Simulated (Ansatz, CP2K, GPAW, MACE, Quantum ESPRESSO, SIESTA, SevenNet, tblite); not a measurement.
# Quantum ESPRESSO on random rock-salt alloy of CaS and PbS (64 atoms): settings against a plane-wave reference

How near does Quantum ESPRESSO come to plane waves for random rock-salt alloy of CaS and PbS (64 atoms)?

Program: Quantum ESPRESSO 7.5. Level of theory: the method is named at each step. Results are calculated unless marked as measured.

### 1. Starting point

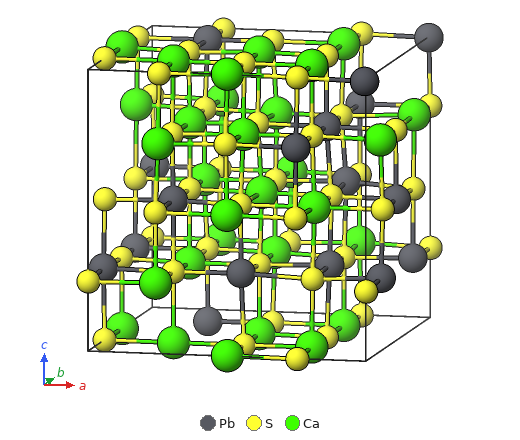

Start, viewed slightly off an axis; lead dark grey, sulfur yellow, calcium green. Some periodic images of atoms are drawn too.

The cell holds 64 atoms: 12 Pb, 32 S and 20 Ca. Its edges and angles: a = 11.565 Å, b = 11.565 Å, c = 11.565 Å, α = 90.0°, β = 90.0°, γ = 90.0°. It derives from CaS (rock-salt), repeated 2×2×2. Rock-salt CaS, 2 x 2 x 2 conventional cells, 12 of 32 Ca sites given to Pb at random (x = 0.375), lattice by Vegard's rule (a = 5.782 Å); not relaxed, displaced by a Gaussian of 0.02 Å. Then every atom was moved at random, 0.05 Å r.m.s. a Cartesian component.

The yardstick, on the same geometry:

* method: Kohn-Sham DFT, PBE, PAW, plane waves (Ansatz 0.2.0); cutoff 420 eV, Γ point, fermi-dirac smearing of 0.05 eV; PAW set soft_2
* r.m.s. force component: 0.4182 eV/Å
* longest force: 1.355 eV/Å
* pressure: 2.794 GPa
* gap (highest filled to lowest empty level): 1.828 eV
* SCF cycles: 8
* time: 8.4 s on 8 threads of Arm Neoverse V2, shared host
* CPU time: 62 s

### 2. PBE, sssp-1.3.0-efficiency, 45/360 Ry

Method: Kohn-Sham DFT, PBE, SSSP efficiency 1.3.0 pseudopotentials, plane waves.

pw.in reads:

```
&control
  calculation = 'scf'
  pseudo_dir = './pseudo'
  outdir = './tmp'
  disk_io = 'none'
  tprnfor = .true.
  tstress = .true.
/
&system
  ibrav = 0
  nat = 64
  ntyp = 3
  ecutwfc = 45
  ecutrho = 360
  nosym = .true.
  occupations = 'smearing'
  smearing = 'fd'
  degauss = 0.003675
/
&electrons
  conv_thr = 3.2e-07
  electron_maxstep = 100
  mixing_beta = 0.2
  mixing_mode = 'local-TF'
  diagonalization = 'david'
/
ATOMIC_SPECIES
Pb 207.200 Pb.upf
S 32.060 S.upf
Ca 40.078 Ca.upf
CELL_PARAMETERS angstrom
11.56460 0.00000 0.00000
0.00000 11.56460 0.00000
0.00000 0.00000 11.56460
ATOMIC_POSITIONS crystal
Pb 0.99598 0.99910 0.99366
S 0.25642 0.99880 0.99511
Pb 0.99717 0.25211 0.25556
S 0.24990 0.25005 0.25150
Ca 0.24374 0.99857 0.25037
S 0.00138 0.00168 0.24691
Ca 0.25176 0.24286 0.00148
S 0.00417 0.24185 0.00221
Pb 0.01004 0.99426 0.50413
S 0.24322 0.00017 0.50062
Ca 0.99513 0.24849 0.74713
S 0.24340 0.25534 0.73996
Ca 0.25248 0.99901 0.74588
S 0.00146 0.99652 0.75238
Pb 0.24822 0.25503 0.50508
S 0.00236 0.25388 0.49972
Ca 0.00695 0.50208 0.00232
S 0.24655 0.50011 0.99386
Pb 0.99780 0.74224 0.25061
S 0.25539 0.75520 0.25569
Ca 0.24992 0.49888 0.24459
S 0.00498 0.50203 0.25252
Pb 0.25739 0.75215 0.99776
S 0.00555 0.75249 0.99638
Pb 0.99528 0.49448 0.49781
S 0.25181 0.49538 0.50710
Ca 0.00177 0.74707 0.75937
S 0.24743 0.74916 0.75413
Ca 0.25351 0.49315 0.74399
S 0.99324 0.49276 0.74426
Ca 0.24556 0.74487 0.50249
S 0.99801 0.74861 0.49645
Ca 0.49924 0.01275 0.99955
S 0.75391 0.99952 0.99879
Pb 0.49178 0.25580 0.25448
S 0.75101 0.25019 0.24410
Ca 0.74653 0.99538 0.25884
S 0.49531 0.99365 0.24850
Ca 0.74835 0.24826 0.00302
S 0.50384 0.25189 0.99971
Ca 0.50007 0.00096 0.50033
S 0.74661 0.00048 0.49786
Ca 0.50223 0.24577 0.74953
S 0.74881 0.25033 0.75223
Pb 0.74903 0.99743 0.74913
S 0.49398 0.00546 0.75096
Ca 0.75612 0.25738 0.49820
S 0.49108 0.25013 0.49837
Ca 0.50190 0.49523 0.00307
S 0.74401 0.49965 0.99824
Ca 0.49982 0.74880 0.25216
S 0.74902 0.74644 0.24421
Pb 0.75478 0.49775 0.25539
S 0.50108 0.50468 0.24628
Ca 0.74575 0.75611 0.00058
S 0.49187 0.74476 0.00316
[... 4 atom lines left out ...]
Pb 0.74433 0.49489 0.74747
S 0.49614 0.49710 0.74915
Pb 0.75428 0.75950 0.51210
S 0.50219 0.74551 0.50940
K_POINTS gamma
```

The run is started by

```sh
$ OMP_NUM_THREADS=1 mpirun -np 4 pw.x -in pw.in > output.txt
```

What it wrote:

```text
Program PWSCF
     gamma-point specific algorithms are used
     one sub-group per band group will be used
     scalapack distributed-memory algorithm (size of sub-group:  2*  2 procs)
     Parallelization info
     sticks:   dense  smooth     PW     G-vecs:    dense   smooth      PW
     Min        3416    1709    426               301015   106390   13241
     Max        3418    1712    428               301022   106396   13244
     Sum       13669    6841   1709              1204079   425573   52971
     bravais-lattice index     =            0
     lattice parameter (alat)  =      21.8539  a.u.
     unit-cell volume          =   10437.3068 (a.u.)^3
     number of atoms/cell      =           64
     number of atomic types    =            3
     number of electrons       =       560.00
     number of Kohn-Sham states=          336
     kinetic-energy cutoff     =      45.0000  Ry
     charge density cutoff     =     360.0000  Ry
     scf convergence threshold =      3.2E-07
     mixing beta               =       0.2000
     number of iterations used =            8  local-TF  mixing
     Exchange-correlation= SLA  PW   PBE  PBE
                           (   1   4   3   4   0   0   0)
     crystal axes: (cart. coord. in units of alat)
               a(1) = (   1.000000   0.000000   0.000000 )
               a(2) = (   0.000000   1.000000   0.000000 )
               a(3) = (   0.000000   0.000000   1.000000 )
     reciprocal axes: (cart. coord. in units 2 pi/alat)
               b(1) = (  1.000000  0.000000  0.000000 )
               b(2) = (  0.000000  1.000000  0.000000 )
               b(3) = (  0.000000  0.000000  1.000000 )
     PseudoPot. # 1 for Pb:
     Pseudo is Projector augmented-wave + core cor, Zval = 14.0
     PseudoPot. # 2 for S :
     Pseudo is Ultrasoft + core correction, Zval =  6.0
     PseudoPot. # 3 for Ca:
     Pseudo is Ultrasoft + core correction, Zval = 10.0
     atomic species   valence    mass     pseudopotential
     Pb               14.00   207.20000     Pb( 1.00)
     S                 6.00    32.06000     S ( 1.00)
     Ca               10.00    40.07800     Ca( 1.00)
     No symmetry found
   Cartesian axes
     number of k points=     1  Fermi-Dirac smearing, width (Ry)=  0.0037
                       cart. coord. in units 2pi/alat
        k(    1) = (   0.0000000   0.0000000   0.0000000), wk =   2.0000000
     Dense  grid:   602040 G-vectors     FFT dimensions: ( 135, 135, 135)
     Smooth grid:   212787 G-vectors     FFT dimensions: (  96,  96,  96)
     Initial potential from superposition of free atoms
     starting charge     559.8614, renormalised to     560.0000
     Starting wfcs are  436 randomized atomic wfcs
     Self-consistent Calculation
     iteration #  1     ecut=    45.00 Ry     beta= 0.20
     Threshold (ethr) on eigenvalues was too large:
     Diagonalizing with lowered threshold
     total energy              =  -12723.76386611 Ry
     estimated scf accuracy    <       3.82835013 Ry
     iteration #  2     ecut=    45.00 Ry     beta= 0.20
     total energy              =  -12722.65494383 Ry
     estimated scf accuracy    <       2.82015469 Ry
     iteration #  3     ecut=    45.00 Ry     beta= 0.20
     total energy              =  -12723.19116430 Ry
     estimated scf accuracy    <       0.24679940 Ry
     iteration #  4     ecut=    45.00 Ry     beta= 0.20
     total energy              =  -12723.25293892 Ry
     estimated scf accuracy    <       0.15403154 Ry
     iteration #  5     ecut=    45.00 Ry     beta= 0.20
     total energy              =  -12723.24178082 Ry
     estimated scf accuracy    <       0.11054791 Ry
     iteration #  6     ecut=    45.00 Ry     beta= 0.20
     total energy              =  -12723.26020210 Ry
     estimated scf accuracy    <       0.02209450 Ry
[...]
c_bands:  2 eigenvalues not converged
[...]
c_bands:  1 eigenvalues not converged
[...]
total energy              =  -12723.26081524 Ry
[...]
iteration # 25     ecut=    45.00 Ry     beta= 0.20
     total energy              =  -12723.26081532 Ry
     estimated scf accuracy    <       0.00000138 Ry
     iteration # 26     ecut=    45.00 Ry     beta= 0.20
     total energy              =  -12723.26081509 Ry
     estimated scf accuracy    <       0.00000089 Ry
     iteration # 27     ecut=    45.00 Ry     beta= 0.20
     End of self-consistent calculation
          k = 0.0000 0.0000 0.0000 ( 26486 PWs)   bands (ev):
   -32.9841 -32.9585 -32.9111 -32.9018 -32.8695 -32.8258 -32.8191 -32.8054
   -32.7758 -32.7703 -32.7605 -32.7357 -32.7263 -32.7261 -32.7202 -32.7083
   -32.6833 -32.5985 -32.5278 -32.5049 -14.0142 -14.0109 -14.0102 -13.9902
   -13.9880 -13.9755 -13.9491 -13.9381 -13.9368 -13.9322 -13.9249 -13.9186
   -13.9092 -13.9019 -13.8927 -13.8809 -13.8729 -13.8669 -13.8650 -13.8568
   -13.8526 -13.8484 -13.8372 -13.8248 -13.8133 -13.8105 -13.8057 -13.8041
[...]
11.4114  11.4236  11.4499  11.4659  11.4889  11.5002  11.5312  11.5542
    11.5787  11.5965  11.6300  11.6437  11.6670  11.6782  11.6995  11.7048
    11.7476  11.7567  11.7761  11.7964  11.8076  11.8472  11.8571  11.8658
     the Fermi energy is     8.4804 ev
!    total energy              =  -12723.26081514 Ry
     estimated scf accuracy    <       0.00000031 Ry
     smearing contrib. (-TS)   =      -0.00000001 Ry
     internal energy E=F+TS    =  -12723.26081513 Ry
     The total energy is F=E-TS. E is the sum of the following terms:
     one-electron contribution =   -1019.70639529 Ry
     hartree contribution      =     789.13127568 Ry
     xc contribution           =   -1043.62951556 Ry
     ewald contribution        =   -2707.65397787 Ry
     one-center paw contrib.   =   -8741.40220210 Ry
     convergence has been achieved in  27 iterations
     Forces acting on atoms (cartesian axes, Ry/au):
     atom    1 type  1   force =     0.01726399   -0.00006258    0.02074204
     atom    2 type  2   force =     0.00962120    0.02936947    0.00324731
     atom    3 type  1   force =     0.00132069   -0.02016674   -0.01342072
     atom    4 type  2   force =    -0.00010938    0.00165732   -0.02948298
     atom    5 type  3   force =     0.00236178    0.00237169   -0.00463769
     atom    6 type  2   force =    -0.00860518    0.00250478    0.01615277
[...]
atom   62 type  2   force =    -0.01202789    0.00061183   -0.00090259
     atom   63 type  1   force =    -0.00754251   -0.01776488   -0.03107470
     atom   64 type  2   force =    -0.02233172    0.01455052   -0.01399346
     Total force =     0.227651     Total SCF correction =     0.001075
     Computing stress (Cartesian axis) and pressure
          total   stress  (Ry/bohr**3)                   (kbar)     P=       27.87
   0.00015122  -0.00000249  -0.00000181           22.25       -0.37       -0.27
  -0.00000249   0.00022762   0.00000018           -0.37       33.48        0.03
  -0.00000181   0.00000018   0.00018954           -0.27        0.03       27.88
     Message from routine punch:
     Nothing written, as per user request (disk_io='none')
```

Wall time 5.8 min (4 MPI ranks of Arm Neoverse V2, shared host); peak memory 3.5 GiB; 23 min of CPU time.

Banners, paths, timers and routine set-up lines are dropped from the logs unmarked, and long logs keep their key lines alone; longer cuts are marked.

Numbers from this run, and their distance from the reference:

- r.m.s. force component: 0.4224 eV/Å
- r.m.s. difference of force components: 5.534 meV/Å
- longest difference of force vectors: 19.26 meV/Å
- force difference over r.m.s. force: 1.323 %
- slope of forces against the reference's: 1.01
- correlation of force components: 1
- gap (highest filled to lowest empty level): 1.836 eV
- gap difference: 0.0085 eV
- pressure: 2.787 GPa
- pressure difference: -0.0068 GPa

Length of the force difference by element (eV/Å):

```
element  atoms    mean    most
     Ca     20  0.0015  0.0026
     Pb     12   0.009   0.017
      S     32   0.011   0.019
```

Levels nearest the highest filled one (eV from it): -1.28, -1.21, -1.20, -1.17, -0.75, -0.67, -0.58, -0.52, -0.45, -0.09, -0.03, 0.00, 1.84, 1.87, 1.92, 1.97, 1.99, 2.03, 2.08, 2.27, 2.55, 2.65, 2.67, 2.68.

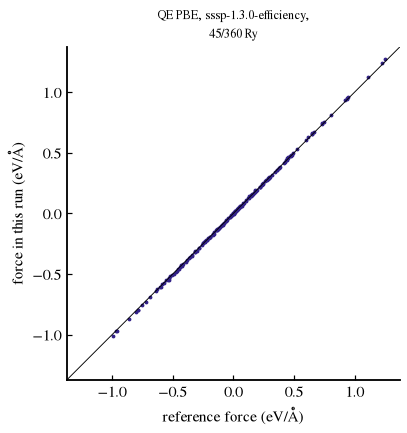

Force components against those of the reference; the line marks equality.

The surroundings of S12, which bears the longest force, nearest first, numbered as they follow in the input and with coordinates relative to it.

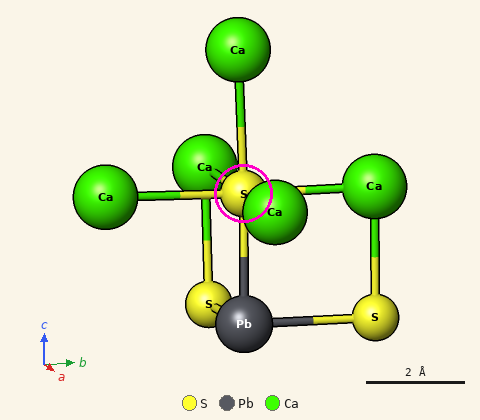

The atoms of the table, within 3.9 Å (arrows a, b, c point along x, y, z); some may hide others; the central atom is ringed.

```csv
atom,x,y,z,distance (Å),bonds,Fx,Fy,Fz (eV/Å)
S12,0.00,0.00,0.00,0.00,6,0.22,-0.53,1.24
Pb15,0.06,0.00,-2.72,2.72,6,0.04,-0.18,-0.47
Ca29,0.12,2.75,0.05,2.75,6,-0.25,0.36,0.38
Ca11,-2.87,-0.08,0.08,2.87,6,0.15,0.00,0.25
Ca13,0.11,-2.96,0.07,2.97,6,-0.25,0.02,0.24
Ca43,2.99,-0.11,0.11,3.00,6,-0.14,0.36,-0.09
Ca7,0.10,-0.14,3.02,3.03,6,-0.17,0.30,-0.09
S26,0.10,2.78,-2.69,3.87,6,0.48,0.94,-0.58
S16,-2.79,-0.02,-2.78,3.94,6,-0.97,-0.40,0.45
```

Forces lie 1.3 % from the reference's, at 23 times its CPU time (on 4 against 8 cores).

### 3. Outcome

```yaml
force_difference_from_the_reference: QE PBE, sssp-1.3.0-efficiency, 45/360 Ry, 1.3 %
its_cpu_time: 23 min
```

**Reading.** PBE on plane waves or a grid with other potentials, cutoffs or grids differs from the reference by 1.3 % (QE PBE, sssp-1.3.0-efficiency, 45/360 Ry) of the r.m.s. force; this holds the reference's own error, so differences of a few per cent don't tell which side is nearer the exact PBE result (QE's 45 Ry are 612 eV, against the reference's 420 eV). PBE gaps agree with the reference's 1.83 eV within 0.009 eV. These are spacings on the run's k-points, which needn't hold the band edges. The host structure and its lattice constant were typed by rule, without a check against the phase diagram. The reference's pressure of 2.8 GPa belongs to a cell and atoms that aren't relaxed at this level. The electronic-structure runs sample only Γ, in a cell whose shortest periodic width is 12 Å. Spin–orbit coupling is left out, which matters for the levels of the heavy elements.

[Also dropped from logs without a mark: logging warnings of Python, and SIESTA's first energy breakdown and zero terms.]

[Logs are printed without paths, hosts, clocks, repeated set-up lines and the standing remarks that a program may print on its own settings, such as how far it seeks lower states.]

[Hosts, paths, dates, database ids (printed as entryN), source tags and the programs' standing remarks are cut or masked in the printed files.]
